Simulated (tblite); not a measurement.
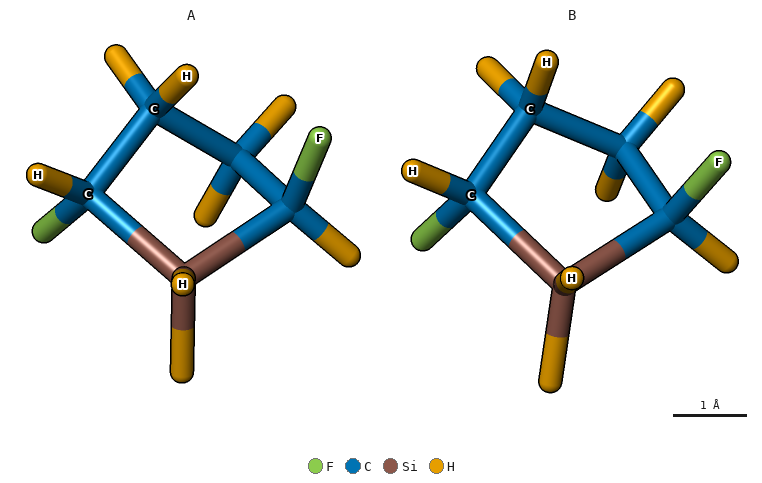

Two geometries of C₄H₈F₂Si, drawn at one scale. One is the start of a relaxation, the other its converged end. Style: stick. Shown from a free direction.

Method: GFN2-xTB geometry optimisation, gas phase in tblite. 

**Which geometry has the lower energy?**

Structure B is the relaxed one. After 62 geometry steps the energy has fallen by 0.628 eV. The atom that moves furthest after the best rigid fit is an H atom (0.50 Å). By element the largest moves are H 0.50 Å, F 0.42 Å, C 0.17 Å, Si 0.14 Å. Some distances before and after: C–Si 1.875 → 1.928 Å, C–H 1.118 → 1.091 Å, C–F 1.369 → 1.395 Å, C–C 1.541 → 1.526 Å. Among the angles between lasting bonds that change: F–C–H 114.1° → 104.9°, C–C–Si 96.6° → 105.4°, Si–C–H 109.3° → 116.8°. Groups turn about C–C by about 25°.
